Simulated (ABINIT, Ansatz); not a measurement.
# BAs (F-43m): changed settings of a GW run in ABINIT

Aim: change inputs of a GW run on BAs (F-43m) and see what moves.

Method: PBE and many-body steps on it, plane waves, in ABINIT 10.8.3.

**1. The structure**

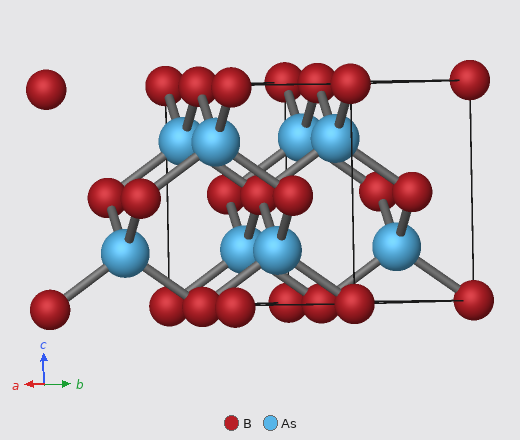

Start, viewed slightly off an axis; boron red, arsenic blue. 2×1×1 cells are drawn. This picture shows the conventional cell, with its axes. Bonds to atoms that aren't drawn are left out. Some periodic images of atoms are drawn too.

The cell and positions come from the Crystallography Open Database and are kept as given unless a step says otherwise.

**2. Screening, 6×6×6 mesh, 214 bands, screening to 283 eV**

This step: ABINIT 10.8.3; RPA screening on PBE, plane waves, norm-conserving pseudopotentials.

The RPA dielectric matrix is built and inverted for each q.

run.abi reads:

```
acell 3*1.0 Angstrom
rprim 
  -0.000000000000 2.388500000000 2.388500000000
  2.388500000000 -0.000000000000 2.388500000000
  2.388500000000 2.388500000000 -0.000000000000
ntypat 2
znucl 5 33
natom 2
typat 1 2
xred 
  0.000000000000 0.000000000000 0.000000000000
  0.250000000000 0.250000000000 0.250000000000
pp_dirpath "pseudos"
pseudos "B.upf, As.upf"
ecut 44
ngkpt 6 6 6
nshiftk 1
shiftk 0 0 0
kptopt 1
chksymbreak 0
istwfk *1
occopt 1
irdwfk 1
optdriver 3
nband 214
ecuteps 10.4
inclvkb 2
awtr 1
symchi 1
indata_prefix "in"
outdata_prefix "out"
tmpdata_prefix "tmp"
```

The run is started by

```
OMP_NUM_THREADS=1 mpirun -n 4 abinit run.abi > log
```

The program printed:

```text
.Version 10.8.3 of ABINIT. v10.8.2 released Aug 2026.

 Symmetries : space group F-4 3 m (#216); Bravais cF (face-center cubic)
[... echo of the input left out ...]
== DATASET  1 ==================================================================
-   mpi_nproc: 4, omp_nthreads: 1 (-1 if OMP is not activated)

--- !DatasetInfo
iteration_state: {dtset: 1, }
dimensions: {natom: 2, nkpt: 16, mband: 214, nsppol: 1, nspinor: 1, nspden: 1, mpw: 2637, }
cutoff_energies: {ecut:  44.0, pawecutdg:  -1.0, }
electrons: {nelect:   2.60000000E+01, charge:   0.00000000E+00, occopt:   1.00000000E+00, tsmear:   1.00000000E-02, }

 SCREENING: Calculation of the susceptibility and dielectric matrices

 Based on a program developped by R.W. Godby, V. Olevano, G. Onida, and L. Reining.
 Incorporated in ABINIT by V. Olevano, G.-M. Rignanese, and M. Torrent.
.Using double precision arithmetic ; gwpc =  8

[... cell and pseudopotentials left out ...]
--------------------------------------------------------------------------------

 ==== K-mesh for the wavefunctions ====
 Number of points in the irreducible wedge :    16
[... list of points left out ...]
 Together with 24 symmetry operations and time-reversal symmetry
 yields   216 points in the full Brillouin Zone.

 ==== Q-mesh for the screening function ====
 Number of points in the irreducible wedge :    16
[... list of points left out ...]
 Together with 24 symmetry operations and time-reversal symmetry
 yields   216 points in the full Brillouin Zone.

 setmesh: FFT mesh size selected  =    27x   27x   27
          total number of points  =        19683

 vcoul_init : cutoff-mode = AUXILIARY_FUNCTION
 q-points for optical limit:   1
     1)      0.000010    0.000020    0.000030

- screening: taking advantage of time-reversal symmetry
- Maximum band index for partially occupied states nbvw = 13
- Remaining bands to be divided among processors   nbcw = 201
- Number of bands treated by each node ~50

 Number of electrons calculated from density =   26.0000; Expected =   26.0000
 average of density, n =  0.141374
 r_s =    1.1908
 omega_plasma =   36.2695 [eV]

 calculating chi0 at frequencies [eV] :
  1    0.000000E+00    0.000000E+00
  2    0.000000E+00    3.626946E+01

--------------------------------------------------------------------------------
  q-point number  1        q = ( 0.000000, 0.000000, 0.000000) [r.l.u.]
--------------------------------------------------------------------------------
[... chi0 elements left out ...]
 For q-point:  0.000010 0.000020 0.000030
  dielectric constant =  10.5140
  dielectric constant without local fields =  11.5163

  Average fulfillment of the sum rule on Im[epsilon] for q-point    1 :     70.17  [%]
[... wings left out ...]
  q-point number  2        q = ( 0.166667, 0.000000, 0.000000) [r.l.u.]
--------------------------------------------------------------------------------
[... chi0 elements left out ...]
  Average fulfillment of the sum rule on Im[epsilon] for q-point    2 :     80.59  [%]

 [... 14 further q-points ...]
```

Wall time 8.4 min (4 MPI ranks of Intel Xeon Platinum 8375C at 2.90GHz (Ice Lake), shared host); peak memory 1.9 GiB.

Numbers from this step:

| Item | Value |
| --- | --- |
| ε∞ with local fields, on this mesh, along the program's q direction | 10.51 |
| the same without local fields | 11.52 |
| plasma frequency | 36.27 eV |
| plane waves in the screening matrix | 283 |

Local fields lower ε∞ by 9 %.

**3. Base**

The self-energy is evaluated for the states that the input lists, and the levels follow from it, in one-shot runs by the linearised quasiparticle equation.

This step: G0W0 on PBE, plane waves, norm-conserving pseudopotentials.

Edit run.abi of step 2 so:

```diff
@@ -23,8 +23,17 @@
 irdwfk 1
-optdriver 3
+optdriver 4
 nband 214
+gwcalctyp 0
+ecutsigx 44
+symsigma 1
+nkptgw 2
+kptgw 
+  0.0000000000 0.0000000000 0.0000000000
+  0.3333333333 0.3333333333 0.0000000000
+bdgw 
+  11 16
+  12 15
 ecuteps 10.4
-inclvkb 2
-awtr 1
-symchi 1
+irdscr 1
+ppmodel 1
 indata_prefix "in"
```

The program printed:

```text
.Version 10.8.3 of ABINIT. v10.8.2 released Aug 2026.

 Symmetries : space group F-4 3 m (#216); Bravais cF (face-center cubic)
[... echo of the input left out ...]
== DATASET  1 ==================================================================
-   mpi_nproc: 4, omp_nthreads: 1 (-1 if OMP is not activated)

--- !DatasetInfo
iteration_state: {dtset: 1, }
dimensions: {natom: 2, nkpt: 16, mband: 214, nsppol: 1, nspinor: 1, nspden: 1, mpw: 2637, }
cutoff_energies: {ecut:  44.0, pawecutdg:  -1.0, }
electrons: {nelect:   2.60000000E+01, charge:   0.00000000E+00, occopt:   1.00000000E+00, tsmear:   1.00000000E-02, }

 SIGMA: Calculation of the GW corrections

 Based on a program developped by R.W. Godby, V. Olevano, G. Onida, and L. Reining.
 Incorporated in ABINIT by V. Olevano, G.-M. Rignanese, and M. Torrent.
.Using double precision arithmetic ; gwpc =  8

[... cell and pseudopotentials left out ...]
--------------------------------------------------------------------------------

 ==== K-mesh for the wavefunctions ====
 Number of points in the irreducible wedge :    16
[... list of points left out ...]
 Together with 24 symmetry operations and time-reversal symmetry
 yields   216 points in the full Brillouin Zone.

 ==== Q-mesh for screening function ====
 Number of points in the irreducible wedge :    16
[... list of points left out ...]
 Together with 24 symmetry operations and time-reversal symmetry
 yields   216 points in the full Brillouin Zone.

 vcoul_init : cutoff-mode = AUXILIARY_FUNCTION
 q-points for optical limit:   1
     1)      0.000010    0.000020    0.000030
 setmesh: FFT mesh size selected  =    40x   40x   40
          total number of points  =        64000

 Number of electrons calculated from density =   26.0000; Expected =   26.0000
 average of density, n =  0.141374
 r_s =    1.1908
 omega_plasma =   36.2695 [eV]

 === KS Band Gaps ===
  >>>> For spin  1
   Minimum direct gap =   3.2894 [eV], located at k-point      :   0.0000  0.0000  0.0000
   Fundamental gap    =   1.2928 [eV], Top of valence bands at :   0.0000  0.0000  0.0000
                                       Bottom of conduction at :   0.3333  0.3333  0.0000
 SIGMA fundamental parameters:
 PLASMON POLE MODEL  1
 number of plane-waves for SigmaX                 2637
 number of plane-waves for SigmaC and W            283
 number of plane-waves for wavefunctions          2637
 number of bands                                   214
 number of independent spin polarizations            1
 number of spinorial components                      1
 number of k-points in IBZ                          16
 number of q-points in IBZ                          16
 number of symmetry operations                      24
 number of k-points in BZ                          216
 number of q-points in BZ                          216
 number of frequencies for dSigma/dE                 9
 frequency step for dSigma/dE [eV]                0.25
 number of omega for Sigma on real axis              0
 max omega for Sigma on real axis  [eV]           0.00
 zcut for avoiding poles [eV]                     0.10

 EPSILON^-1 parameters (SCR file):
 dimension of the eps^-1 matrix on file            283
 dimension of the eps^-1 matrix used               283
 number of plane-waves for wavefunctions          2637
 number of bands                                   214
 number of q-points in IBZ                          16
 number of frequencies                               2
 number of real frequencies                          1
 number of imag frequencies                          1

 matrix elements of self-energy operator (all in [eV])

 Perturbative Calculation

--- !SelfEnergy_ee
iteration_state: {dtset: 1, }
kpoint     : [   0.000,    0.000,    0.000, ]
spin       : 1
KS_gap     :    3.289
QP_gap     :    4.159
Delta_QP_KS:    0.870
data: !SigmaeeData |
     Band     E0 <VxcDFT>   SigX SigC(E0)      Z dSigC/dE  Sig(E)    E-E0       E
       11   7.999 -14.188 -15.543   0.502   0.807  -0.239 -14.876  -0.688   7.310
       12   7.999 -14.188 -15.543   0.502   0.807  -0.239 -14.876  -0.688   7.310
       13   7.999 -14.188 -15.543   0.502   0.807  -0.239 -14.876  -0.688   7.310
       14  11.288 -13.053  -8.369  -4.460   0.810  -0.235 -12.871   0.181  11.469
       15  11.288 -13.053  -8.369  -4.460   0.810  -0.235 -12.871   0.181  11.469
       16  11.288 -13.053  -8.369  -4.460   0.810  -0.235 -12.871   0.181  11.469

--- !SelfEnergy_ee
iteration_state: {dtset: 1, }
kpoint     : [   0.333,    0.333,    0.000, ]
spin       : 1
KS_gap     :    4.744
QP_gap     :    5.570
Delta_QP_KS:    0.826
data: !SigmaeeData |
     Band     E0 <VxcDFT>   SigX SigC(E0)      Z dSigC/dE  Sig(E)    E-E0       E
       12   4.547 -13.197 -16.027   1.731   0.797  -0.255 -14.072  -0.875   3.672
       13   4.547 -13.197 -16.027   1.731   0.797  -0.255 -14.072  -0.875   3.672
       14   9.292 -11.657  -7.564  -4.153   0.817  -0.224 -11.706  -0.049   9.242
       15  11.154 -11.166  -6.440  -4.744   0.816  -0.225 -11.181  -0.015  11.138

== END DATASET(S) ==============================================================
================================================================================

 -outvars: echo values of variables after computation  --------
           etotal      0.0000000000E+00
            nband         214
             nkpt          16
          spgroup         216
 [... the other variables as echoed above ...]

 Calculation completed.
```

Elapsed: 64 s, on 4 MPI ranks; peak memory 1.8 GiB.

This step gave:

```
G0W0 gap on the points computed              : 1.932 eV
starting gap on the mesh                     : 1.293 eV
k of the valence top                         : 0, 0, 0
k of the conduction bottom                   : 0.3333, 0.3333, 0
Z at the valence top                         : 0.807
Z at the conduction bottom                   : 0.817
least direct G0W0 gap on the computed points : 4.159 eV
```

The gap on the mesh goes from 1.29 eV to 1.93 eV, a correction of +0.64 eV.

**4. Scissors in G**

Edit run.abi of step 3 so:

```diff
@@ -38,2 +38,3 @@
 ppmodel 1
+mbpt_sciss 1.0 eV
 indata_prefix "in"
```

The program printed:

```text
.Version 10.8.3 of ABINIT. v10.8.2 released Aug 2026.

 Symmetries : space group F-4 3 m (#216); Bravais cF (face-center cubic)
[... echo of the input left out ...]
== DATASET  1 ==================================================================
-   mpi_nproc: 4, omp_nthreads: 1 (-1 if OMP is not activated)

--- !DatasetInfo
iteration_state: {dtset: 1, }
dimensions: {natom: 2, nkpt: 16, mband: 214, nsppol: 1, nspinor: 1, nspden: 1, mpw: 2637, }
cutoff_energies: {ecut:  44.0, pawecutdg:  -1.0, }
electrons: {nelect:   2.60000000E+01, charge:   0.00000000E+00, occopt:   1.00000000E+00, tsmear:   1.00000000E-02, }

 SIGMA: Calculation of the GW corrections

 Based on a program developped by R.W. Godby, V. Olevano, G. Onida, and L. Reining.
 Incorporated in ABINIT by V. Olevano, G.-M. Rignanese, and M. Torrent.
.Using double precision arithmetic ; gwpc =  8

[... cell and pseudopotentials left out ...]
--------------------------------------------------------------------------------

 ==== K-mesh for the wavefunctions ====
 Number of points in the irreducible wedge :    16
[... list of points left out ...]
 Together with 24 symmetry operations and time-reversal symmetry
 yields   216 points in the full Brillouin Zone.

 ==== Q-mesh for screening function ====
 Number of points in the irreducible wedge :    16
[... list of points left out ...]
 Together with 24 symmetry operations and time-reversal symmetry
 yields   216 points in the full Brillouin Zone.

 vcoul_init : cutoff-mode = AUXILIARY_FUNCTION
 q-points for optical limit:   1
     1)      0.000010    0.000020    0.000030
 setmesh: FFT mesh size selected  =    40x   40x   40
          total number of points  =        64000

 Number of electrons calculated from density =   26.0000; Expected =   26.0000
[...]
max omega for Sigma on real axis  [eV]           0.00
 zcut for avoiding poles [eV]                     0.10
 scissor energy [eV]                              1.00

 EPSILON^-1 parameters (SCR file):
 dimension of the eps^-1 matrix on file            283
 dimension of the eps^-1 matrix used               283
 number of plane-waves for wavefunctions          2637
 number of bands                                   214
 number of q-points in IBZ                          16
 number of frequencies                               2
 number of real frequencies                          1
 number of imag frequencies                          1

 matrix elements of self-energy operator (all in [eV])

 Perturbative Calculation

--- !SelfEnergy_ee
iteration_state: {dtset: 1, }
kpoint     : [   0.000,    0.000,    0.000, ]
spin       : 1
KS_gap     :    3.289
QP_gap     :    4.251
Delta_QP_KS:    0.962
data: !SigmaeeData |
     Band     E0 <VxcDFT>   SigX SigC(E0)      Z dSigC/dE  Sig(E)    E-E0       E
       11   7.999 -14.188 -15.543   0.582   0.810  -0.234 -14.814  -0.626   7.373
       12   7.999 -14.188 -15.543   0.582   0.810  -0.234 -14.814  -0.626   7.373
       13   7.999 -14.188 -15.543   0.582   0.810  -0.234 -14.814  -0.626   7.373
[...]
--- !SelfEnergy_ee
iteration_state: {dtset: 1, }
kpoint     : [   0.333,    0.333,    0.000, ]
spin       : 1
KS_gap     :    4.744
QP_gap     :    5.669
Delta_QP_KS:    0.924
data: !SigmaeeData |
     Band     E0 <VxcDFT>   SigX SigC(E0)      Z dSigC/dE  Sig(E)    E-E0       E
[...]
14   9.292 -11.657  -7.564  -4.196   0.819  -0.222 -11.560   0.097   9.388
       15  11.154 -11.166  -6.440  -4.775   0.817  -0.223 -11.023   0.143  11.296

== END DATASET(S) ==============================================================
================================================================================

 -outvars: echo values of variables after computation  --------
           etotal      0.0000000000E+00
            nband         214
             nkpt          16
          spgroup         216
 [... the other variables as echoed above ...]

 Calculation completed.
```

It took 63 s on 4 MPI ranks; peak memory 1.8 GiB.

Numbers from this step:

- G0W0 gap on the points computed: 2.015 eV
- starting gap on the mesh: 1.293 eV
- k of the valence top: 0, 0, 0
- k of the conduction bottom: 0.3333, 0.3333, 0
- Z at the valence top: 0.81
- Z at the conduction bottom: 0.819
- least direct G0W0 gap on the computed points: 4.251 eV

**5. Screening cutoff above the file's**

Edit run.abi of step 4 so:

```diff
@@ -35,6 +35,5 @@
   12 15
-ecuteps 10.4
+ecuteps 41.6
 irdscr 1
 ppmodel 1
-mbpt_sciss 1.0 eV
 indata_prefix "in"
```

The program printed:

```text
.Version 10.8.3 of ABINIT. v10.8.2 released Aug 2026.

 Symmetries : space group F-4 3 m (#216); Bravais cF (face-center cubic)
[... echo of the input left out ...]
== DATASET  1 ==================================================================
-   mpi_nproc: 4, omp_nthreads: 1 (-1 if OMP is not activated)

--- !DatasetInfo
iteration_state: {dtset: 1, }
dimensions: {natom: 2, nkpt: 16, mband: 214, nsppol: 1, nspinor: 1, nspden: 1, mpw: 2637, }
cutoff_energies: {ecut:  44.0, pawecutdg:  -1.0, }
electrons: {nelect:   2.60000000E+01, charge:   0.00000000E+00, occopt:   1.00000000E+00, tsmear:   1.00000000E-02, }

 SIGMA: Calculation of the GW corrections

 Based on a program developped by R.W. Godby, V. Olevano, G. Onida, and L. Reining.
 Incorporated in ABINIT by V. Olevano, G.-M. Rignanese, and M. Torrent.
.Using double precision arithmetic ; gwpc =  8

[... cell and pseudopotentials left out ...]
--------------------------------------------------------------------------------

 ==== K-mesh for the wavefunctions ====
 Number of points in the irreducible wedge :    16
[... list of points left out ...]
 Together with 24 symmetry operations and time-reversal symmetry
 yields   216 points in the full Brillouin Zone.

 ==== Q-mesh for screening function ====
 Number of points in the irreducible wedge :    16
[... list of points left out ...]
 Together with 24 symmetry operations and time-reversal symmetry
 yields   216 points in the full Brillouin Zone.

 vcoul_init : cutoff-mode = AUXILIARY_FUNCTION
 q-points for optical limit:   1
     1)      0.000010    0.000020    0.000030
 setmesh: FFT mesh size selected  =    40x   40x   40
          total number of points  =        64000

 Number of electrons calculated from density =   26.0000; Expected =   26.0000
[...]
number of omega for Sigma on real axis              0
 max omega for Sigma on real axis  [eV]           0.00
 zcut for avoiding poles [eV]                     0.10

 EPSILON^-1 parameters (SCR file):
 dimension of the eps^-1 matrix on file            283
 dimension of the eps^-1 matrix used               283
 number of plane-waves for wavefunctions          2637
 number of bands                                   214
 number of q-points in IBZ                          16
 number of frequencies                               2
 number of real frequencies                          1
 number of imag frequencies                          1

 matrix elements of self-energy operator (all in [eV])

 Perturbative Calculation

--- !SelfEnergy_ee
iteration_state: {dtset: 1, }
kpoint     : [   0.000,    0.000,    0.000, ]
spin       : 1
KS_gap     :    3.289
QP_gap     :    4.159
Delta_QP_KS:    0.870
data: !SigmaeeData |
     Band     E0 <VxcDFT>   SigX SigC(E0)      Z dSigC/dE  Sig(E)    E-E0       E
       11   7.999 -14.188 -15.543   0.502   0.807  -0.239 -14.876  -0.688   7.310
       12   7.999 -14.188 -15.543   0.502   0.807  -0.239 -14.876  -0.688   7.310
       13   7.999 -14.188 -15.543   0.502   0.807  -0.239 -14.876  -0.688   7.310
[...]
--- !SelfEnergy_ee
iteration_state: {dtset: 1, }
kpoint     : [   0.333,    0.333,    0.000, ]
spin       : 1
KS_gap     :    4.744
QP_gap     :    5.570
Delta_QP_KS:    0.826
data: !SigmaeeData |
     Band     E0 <VxcDFT>   SigX SigC(E0)      Z dSigC/dE  Sig(E)    E-E0       E
[...]
14   9.292 -11.657  -7.564  -4.153   0.817  -0.224 -11.706  -0.049   9.242
       15  11.154 -11.166  -6.440  -4.744   0.816  -0.225 -11.181  -0.015  11.138

== END DATASET(S) ==============================================================
================================================================================

 -outvars: echo values of variables after computation  --------
           etotal      0.0000000000E+00
            nband         214
             nkpt          16
          spgroup         216
 [... the other variables as echoed above ...]

 Calculation completed.
```

Elapsed: 59 s, on 4 MPI ranks; peak memory 1.8 GiB; 3.9 min of CPU time.

The run ended normally, though the input holds a fault or crude settings.

The fault put into this input: screening cutoff above the file's. It printed a gap of 1.93 eV, the value of the sound run: the program fell back on what its files hold, so an unchanged gap is no proof of convergence.

**6. The runs together**

Times are wall times on 4 MPI ranks of Intel Xeon Platinum 8375C at 2.90GHz (Ice Lake), shared host, good to a factor of about two. A run's time includes the screening step that it read.

```csv
run,mesh,bands,screening cutoff (eV),DFT gap (eV),gap on the mesh (eV),direct (eV),ε∞ used,time
base,6×6×6,214,283,1.293,1.932,4.159,10.51,9.5 min
scissors in G,6×6×6,214,283,1.293,2.015,4.251,10.51,9.5 min
```

**7. Summary of results**

```
base          : 1.932 eV
scissors in G : 2.015 eV
known limits  : not at the basis limit; no spin-orbit coupling
```

Scissors in G: +0.083 eV against base (keys changed: mbpt_sciss). Bands and cutoff are finite, so the gap is not at the basis limit. The miss can reach some tenths of an eV and take either sign; the mesh is an error of its own. In the G0W0 runs levels were corrected at 2 k points alone, so a gap called «on the mesh» is the least over those, and an edge elsewhere would be missed. A denser mesh or path gives a starting gap of 1.21 eV: the GW mesh misses a band edge, so its gaps are not the fundamental one. The many-body steps are scalar-relativistic: spin-orbit coupling is not in them.

[Paths, hosts, dates, memory and timing lines, banners, echoed tables and standing remarks are left out of the program output.]

[Logs are printed without paths, hosts, clocks, repeated set-up lines and the standing remarks that a program may print on its own settings, such as how far it seeks lower states.]

[Runs of the session that timed out or met a known fault of the program may be left out.]

[Hosts, paths, dates, database ids (printed as entryN), source tags and the programs' standing remarks are cut or masked in the printed files.]

[G0W0 gaps are taken among the corrected bands and points alone; a level outside them can change the order at an edge.]

[Where Ansatz stands beside ABINIT at settings called matched, ABINIT's density can come from a denser mesh and the files from another edition; pairs whose starting gaps differed by over 0.03 eV were left out, so agreement reads better than it is.]
